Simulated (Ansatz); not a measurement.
# C₄H₅F: basis-set convergence

Aim: see how fast density functionals converge with the basis set for C₄H₅F.

Program: Ansatz 0.2.0, Gaussian basis. Level of theory: one geometry, several basis sets. These are calculated values, not measurements.

The runs, in order: PBE0-D4/def2-SVP; ωB97M-V/def2-SVP; PBE0-D4/def2-QZVPP; ωB97M-V/def2-QZVPP; the functionals' def2-TZVPP values are taken from earlier runs.

### 1 Structure used throughout

All runs share one geometry, relaxed beforehand with PBE0-D4 in a triple-zeta def2 set.

10 atoms, charge 0, spin multiplicity 1.

Atoms are counted from 1 here; the program's logs count them from 0.

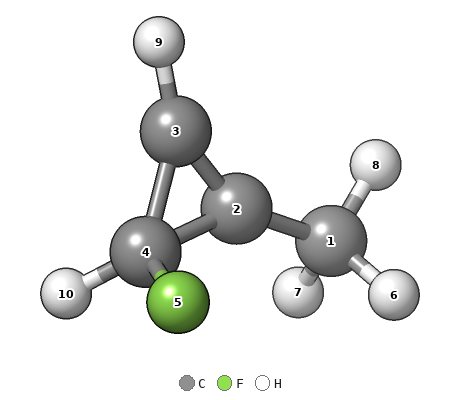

The geometry (carbon grey, fluorine green, hydrogen white); atoms are numbered from 1 in the order of the file.

### 2 PBE0-D4 in def2-SVP

in.yaml reads:

```yaml
crystal:
  periodic: [false, false, false]
  atoms:
    - {symbol: C, position_ang: [-1.192206, -0.809173, -0.353195]}
    - {symbol: C, position_ang: [0.037450, -0.146148, 0.097157]}
    - {symbol: C, position_ang: [1.007282, 0.004915, 0.953891]}
    - {symbol: C, position_ang: [0.991182, 0.926134, -0.174037]}
    - {symbol: F, position_ang: [0.583823, 2.241033, 0.043066]}
    - {symbol: H, position_ang: [-2.006090, -0.081539, -0.407082]}
    - {symbol: H, position_ang: [-1.059356, -1.215137, -1.359687]}
    - {symbol: H, position_ang: [-1.485459, -1.615728, 0.319940]}
    - {symbol: H, position_ang: [1.492901, -0.287549, 1.870524]}
    - {symbol: H, position_ang: [1.713674, 0.931892, -0.987678]}
basis:
  gaussian: {orbitals: def2-SVP}
hamiltonian: {xc: pbe0, dispersion: d4}
output: {orbitals: {seedname: orbitals}}
```

Launch:

```
$ ansatz run in.yaml --threads 2 --pin off --events-out ev --progress --plain --max-ram 4352MiB
```

What it wrote:

```text
Functional definition: PBE0
  name "PBE0"
  cite "Adamo & Barone, J. Chem. Phys. 110, 6158 (1999) doi:10.1063/1.478522"
  cite "Perdew, Burke & Ernzerhof, Phys. Rev. Lett. 77, 3865 (1996) doi:10.1103/PhysRevLett.77.3865"
  parent pbe
  parameter a = 0.25
  parameter kappa = 0.804
  parameter beta = 0.06672455060314922
  exchange = (1 - a)*pbe_x(kappa = kappa, mu = beta*pi^2/3) + a*exact_x
  correlation = pbe_c(beta = beta)
1070 factors; their error is unknown
mean field evaluation 1: about -6926.6227 eV, gradient 4.4e1 eV
mean field evaluation 2: about -6927.2771 eV, gradient 4.0e1 eV
mean field evaluation 4: about -6931.2554 eV, gradient 2.6e0 eV
mean field evaluation 8: about -6931.2689 eV, gradient 1.8e-2 eV
mean field evaluation 16: about -6931.2585 eV, gradient 7.2e-5 eV
mean field -6931.25846717 eV, -254.7190504927 hartree, gradient 7.2e-5 eV, S^2 0.000000; 0 other end points of the search recorded, 0 dependent functions left out
reference -6931.25849017 eV, -254.7190513381 hartree; 19, 19 occupied and 76, 76 virtual orbitals, 1070 factors
Total energy: -6931.39331793 eV, -254.7240061667 hartree
```

It took 1.1 s on 2 threads of Arm Neoverse V2, shared host.

### 3 ωB97M-V in def2-SVP

Changes to in.yaml since step 2:

```diff
@@ -15,3 +15,3 @@
   gaussian: {orbitals: def2-SVP}
-hamiltonian: {xc: pbe0, dispersion: d4}
+hamiltonian: {xc: {name: wB97M-V}}
 output: {orbitals: {seedname: orbitals}}
```

Same command.

What it wrote:

```text
Functional definition: wB97M-V
  name "wB97M-V"
  cite "Mardirossian & Head-Gordon, J. Chem. Phys. 144, 214110 (2016) doi:10.1063/1.4952647"
  cite "Becke, J. Chem. Phys. 107, 8554 (1997) doi:10.1063/1.475007"
  cite "Vydrov & Van Voorhis, J. Chem. Phys. 133, 244103 (2010) doi:10.1063/1.3521275"
  # Of w^i u^j: cxij and so on, Table III.
  parameter omega = 0.3/bohr
  parameter cx = 0.15
  parameter cx01 = 1.007
  parameter cx10 = 0.259
  parameter css00 = 0.443
  parameter css04 = -1.437
  parameter css10 = -4.535
  parameter css20 = -3.390
  parameter css43 = 4.278
  parameter cos00 = 1.000
  parameter cos10 = 1.358
  parameter cos20 = 2.924
  parameter cos21 = -8.812
  parameter cos60 = -1.390
  parameter cos61 = 9.142
  parameter b = 6.0
  parameter c = 0.01
  gx(w, u) = 1 - cx + cx01*u + cx10*w
  gss(w, u) = css00 + css04*u^4 + css10*w + css20*w^2 + css43*w^4*u^3
  gos(w, u) = cos00 + cos10*w + (cos20 + cos21*u)*w^2 + (cos60 + cos61*u)*w^6
  exchange = spin_sum(e_x_unif_sr(omega)*gx(b97_w, b97_u_x)) + cx*exact_x_sr(omega) + exact_x_lr(omega)
  correlation = spin_sum(e_c_pw_mod_same_spin*gss(b97_w, b97_u_same))
      + integral(e_c_pw_mod_opposite_spin*gos(b97_w_opposite, b97_u_opposite)) + vv10(b, c)
1070 factors; their error is unknown
242 factors; integrals over basis functions are off by at most 9.1e-6 eV
mean field evaluation 1: about -6933.4342 eV, gradient 3.4e1 eV
mean field evaluation 2: about -6935.1054 eV, gradient 2.3e1 eV
mean field evaluation 4: about -6936.0659 eV, gradient 1.6e0 eV
mean field evaluation 8: about -6936.0764 eV, gradient 7.9e-2 eV
mean field evaluation 16: about -6936.0440 eV, gradient 1.4e-4 eV
mean field -6936.04396551 eV, -254.8949143130 hartree, gradient 4.2e-5 eV, S^2 0.000000; 0 other end points of the search recorded, 0 dependent functions left out
reference -6936.04400152 eV, -254.8949156364 hartree; 19, 19 occupied and 76, 76 virtual orbitals, 1070 factors
Total energy: -6936.04400152 eV, -254.8949156364 hartree
```

It took 4.4 s on 2 threads of Arm Neoverse V2, shared host.

### 4 PBE0-D4 in def2-QZVPP

Changes to in.yaml since step 3:

```diff
@@ -14,4 +14,4 @@
 basis:
-  gaussian: {orbitals: def2-SVP}
-hamiltonian: {xc: {name: wB97M-V}}
+  gaussian: {orbitals: "def2-QZVPP.json"}
+hamiltonian: {xc: pbe0, dispersion: d4}
 output: {orbitals: {seedname: orbitals}}
```

Launched as before.

What it wrote:

```text
Functional definition: PBE0
  name "PBE0"
  cite "Adamo & Barone, J. Chem. Phys. 110, 6158 (1999) doi:10.1063/1.478522"
  cite "Perdew, Burke & Ernzerhof, Phys. Rev. Lett. 77, 3865 (1996) doi:10.1103/PhysRevLett.77.3865"
  parent pbe
  parameter a = 0.25
  parameter kappa = 0.804
  parameter beta = 0.06672455060314922
  exchange = (1 - a)*pbe_x(kappa = kappa, mu = beta*pi^2/3) + a*exact_x
  correlation = pbe_c(beta = beta)
1185 factors; their error is unknown
mean field evaluation 1: about -6931.8812 eV, gradient 5.9e1 eV
mean field evaluation 2: about -6931.0554 eV, gradient 6.0e1 eV
mean field evaluation 4: about -6939.5040 eV, gradient 5.1e0 eV
mean field evaluation 8: about -6939.5579 eV, gradient 6.9e-2 eV
mean field evaluation 16: about -6939.5589 eV, gradient 5.2e-5 eV
mean field -6939.55889052 eV, -255.0240854245 hartree, gradient 5.1e-5 eV, S^2 0.000000; 0 other end points of the search recorded, 0 dependent functions left out
reference -6939.55892734 eV, -255.0240867776 hartree; 19, 19 occupied and 416, 416 virtual orbitals, 1185 factors
Total energy: -6939.69375509 eV, -255.0290416062 hartree
```

Run time: 8 s. Hardware: 2 threads of Arm Neoverse V2, shared host; peak memory 1.1 GiB.

### 5 ωB97M-V in def2-QZVPP

Changes to in.yaml since step 4:

```diff
@@ -15,3 +15,3 @@
   gaussian: {orbitals: "def2-QZVPP.json"}
-hamiltonian: {xc: pbe0, dispersion: d4}
+hamiltonian: {xc: {name: wB97M-V}}
 output: {orbitals: {seedname: orbitals}}
```

Launched as before.

What it wrote:

```text
Functional definition: wB97M-V
  name "wB97M-V"
  cite "Mardirossian & Head-Gordon, J. Chem. Phys. 144, 214110 (2016) doi:10.1063/1.4952647"
  cite "Becke, J. Chem. Phys. 107, 8554 (1997) doi:10.1063/1.475007"
  cite "Vydrov & Van Voorhis, J. Chem. Phys. 133, 244103 (2010) doi:10.1063/1.3521275"
  # Of w^i u^j: cxij and so on, Table III.
  parameter omega = 0.3/bohr
  parameter cx = 0.15
  parameter cx01 = 1.007
  parameter cx10 = 0.259
  parameter css00 = 0.443
  parameter css04 = -1.437
  parameter css10 = -4.535
  parameter css20 = -3.390
  parameter css43 = 4.278
  parameter cos00 = 1.000
  parameter cos10 = 1.358
  parameter cos20 = 2.924
  parameter cos21 = -8.812
  parameter cos60 = -1.390
  parameter cos61 = 9.142
  parameter b = 6.0
  parameter c = 0.01
  gx(w, u) = 1 - cx + cx01*u + cx10*w
  gss(w, u) = css00 + css04*u^4 + css10*w + css20*w^2 + css43*w^4*u^3
  gos(w, u) = cos00 + cos10*w + (cos20 + cos21*u)*w^2 + (cos60 + cos61*u)*w^6
  exchange = spin_sum(e_x_unif_sr(omega)*gx(b97_w, b97_u_x)) + cx*exact_x_sr(omega) + exact_x_lr(omega)
  correlation = spin_sum(e_c_pw_mod_same_spin*gss(b97_w, b97_u_same))
      + integral(e_c_pw_mod_opposite_spin*gos(b97_w_opposite, b97_u_opposite)) + vv10(b, c)
1185 factors; their error is unknown
313 factors; integrals over basis functions are off by at most 5.1e-6 eV
mean field evaluation 1: about -6940.1495 eV, gradient 4.6e1 eV
mean field evaluation 2: about -6942.7109 eV, gradient 3.2e1 eV
mean field evaluation 4: about -6944.6156 eV, gradient 2.3e0 eV
mean field evaluation 8: about -6944.6309 eV, gradient 1.0e-1 eV
mean field evaluation 16: about -6944.6261 eV, gradient 2.7e-4 eV
mean field -6944.62607218 eV, -255.2103009161 hartree, gradient 2.9e-5 eV, S^2 0.000000; 0 other end points of the search recorded, 0 dependent functions left out
reference -6944.62612941 eV, -255.2103030193 hartree; 19, 19 occupied and 416, 416 virtual orbitals, 1185 factors
Total energy: -6944.62612941 eV, -255.2103030193 hartree
```

Wall time 20 s (2 threads of Arm Neoverse V2, shared host); peak memory 1.3 GiB.

### 6 Density functionals: the series

The def2-TZVPP values come from earlier runs at the same geometry.

| functional | basis | functions | energy (eV) | from the largest (eV) | HOMO (eV) | LUMO (eV) |
| --- | --- | --- | --- | --- | --- | --- |
| PBE0-D4 | def2-SVP | 95 | -6931.3933 | 8.300 | -7.92 | 0.25 |
| PBE0-D4 | def2-TZVPP | 225 | -6939.3173 | 0.376 | -7.98 | 0.09 |
| PBE0-D4 | def2-QZVPP | 435 | -6939.6938 | 0.000 | -8.00 | 0.01 |
| ωB97M-V | def2-SVP | 95 | -6936.0440 | 8.582 | -10.14 | 2.51 |
| ωB97M-V | def2-TZVPP | 225 | -6944.2697 | 0.356 | -10.20 | 2.26 |
| ωB97M-V | def2-QZVPP | 435 | -6944.6261 | 0.000 | -10.23 | 1.84 |

### 7 Outcome

| quantity | value |
| --- | --- |
| PBE0-D4: double and triple zeta above quadruple | 8.30, 0.38 eV |
| ωB97M-V: double and triple zeta above quadruple | 8.58, 0.36 eV |

What this shows: PBE0-D4 gains 7.92 eV from double to triple zeta, then 0.38 eV more. Total energies overstate the basis error of differences, where much of it tends to cancel. The LUMO of ωB97M-V is positive and keeps falling with the basis (2.51 to 1.84 eV): an unbound level that the basis holds in place.

For PBE0-D4 the largest set took about 7 times as long as the smallest (8 s against 1.1 s).
